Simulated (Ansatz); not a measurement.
**GaClF (SMILES [F][Ga][Cl]) at UHF/cc-pVTZ**

What is the vertical doublet–quartet gap of GaClF at UHF/cc-pVTZ? 

The calculation is run with Ansatz 0.2.0.

27 further runs of the same task are left out: 27 set aside as unsound or not needed.

### Step 1. Starting point

GaClF: 3 atoms, total charge 0, spin state doublet. As SMILES, `[F][Ga][Cl]`. The coordinates come from a PBE0-D4/def2-TZVP relaxation.

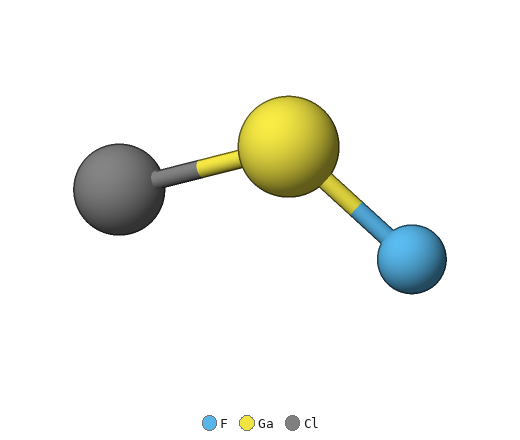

The structure, seen from a chosen angle (fluorine blue, gallium yellow, chlorine grey).

### Step 2. A single-point energy at UHF/cc-pVTZ

Contents of job.yaml:

```yaml
crystal:
  periodic: [false, false, false]
  atoms:
    - {symbol: F, position_ang: [-1.421100, 0.295900, -0.754800]}
    - {symbol: Ga, position_ang: [0.066400, 0.649600, 0.112200]}
    - {symbol: Cl, position_ang: [1.343900, -1.010300, 0.629300]}
basis:
  gaussian:
    orbitals: cc-pVTZ
magnetization:
  spin_polarized: true
  initial_magnetization: 1
hamiltonian:
  xc: hf
accuracy: high
output: {orbitals: {seedname: orbitals}}
```

The run is started by

```
$ ansatz run job.yaml --threads 1 --pin off --max-ram 3480MiB --events-out events.jsonl --progress --plain --runs-dir runs
```

Output:

```text
Warning: RAYON_NUM_THREADS=1 ignored (pool sized by the plan → 1); use --threads N
Functional definition: HF
  name "HF"
  exchange = exact_x
  correlation = 0
1591 factors; integrals over basis functions are off by at most 4.3e-9 eV
mean field evaluation 1: about -67546.0162 eV, gradient 2.3e1 eV
mean field evaluation 2: about -67546.1063 eV, gradient 2.4e1 eV
mean field evaluation 4: about -67548.5288 eV, gradient 2.1e0 eV
mean field evaluation 8: about -67548.6357 eV, gradient 4.5e-1 eV
mean field evaluation 16: about -67548.6412 eV, gradient 7.9e-6 eV
mean field -67548.64120585 eV, -2482.3667782015 hartree, gradient 2.8e-8 eV, S^2 0.756112; 0 other end points of the search recorded, 0 dependent functions left out
reference -67548.64120585 eV, -2482.3667782015 hartree; 29, 28 occupied and 78, 79 virtual orbitals, 1591 factors
Total energy: -67548.64120585 eV, -2482.3667782015 hartree
```

Run time: 5.4 s. Hardware: 1 thread of Arm Neoverse V2, shared host; peak memory 0.36 GiB.

### Step 3. The quartet at the same level

Contents of in.yaml:

```yaml
basis:
  gaussian: {orbitals: cc-pVTZ}
crystal:
  periodic: [false, false, false]
  atoms:
    - {symbol: F, position_ang: [-1.421100, 0.295900, -0.754800]}
    - {symbol: Ga, position_ang: [0.066400, 0.649600, 0.112200]}
    - {symbol: Cl, position_ang: [1.343900, -1.010300, 0.629300]}
magnetization: {spin_polarized: true, initial_magnetization: 3}
hamiltonian: {xc: hf}
accuracy: high
output: {orbitals: {seedname: orbitals}}
```

The run is started by

```
$ ansatz run in.yaml --threads 1 --pin off --max-ram 3480MiB --events-out events.jsonl --progress --plain --runs-dir runs
```

Output, shortened:

```text
Warning: RAYON_NUM_THREADS=1 ignored (pool sized by the plan → 1); use --threads N
[... 2 set-up lines as earlier in the session ...]
[...]
1591 factors; integrals over basis functions are off by at most 4.3e-9 eV
[...]
mean field -67543.17334941 eV, -2482.1658381834 hartree, gradient 1.1e-8 eV, S^2 3.763132; 4 other end points of the search recorded, 0 dependent functions left out
reference -67543.17334941 eV, -2482.1658381834 hartree; 30, 27 occupied and 77, 80 virtual orbitals, 1591 factors
Total energy: -67543.17334941 eV, -2482.1658381834 hartree
```

It took 30 s on 1 thread of Arm Neoverse V2, shared host; peak memory 0.49 GiB.

### Step 4. What came out

Level: UHF/cc-pVTZ.

| quantity | value |
| --- | --- |
| doublet: total energy | -2482.36678 Eh |
| doublet: HOMO energy (highest over α and β) | -10.18 eV |
| doublet: LUMO energy (lowest over α and β) | -0.46 eV |
| doublet: ⟨S²⟩ | 0.756 |
| quartet: total energy | -2482.16584 Eh |
| quartet: HOMO energy (highest over α and β) | -6.07 eV |
| quartet: LUMO energy (lowest over α and β) | -3.51 eV |
| quartet: ⟨S²⟩ | 3.763 |
| vertical energy of the quartet above the doublet | 5.468 eV |

At this shape the quartet lies 5.47 eV (126 kcal/mol) above the doublet.
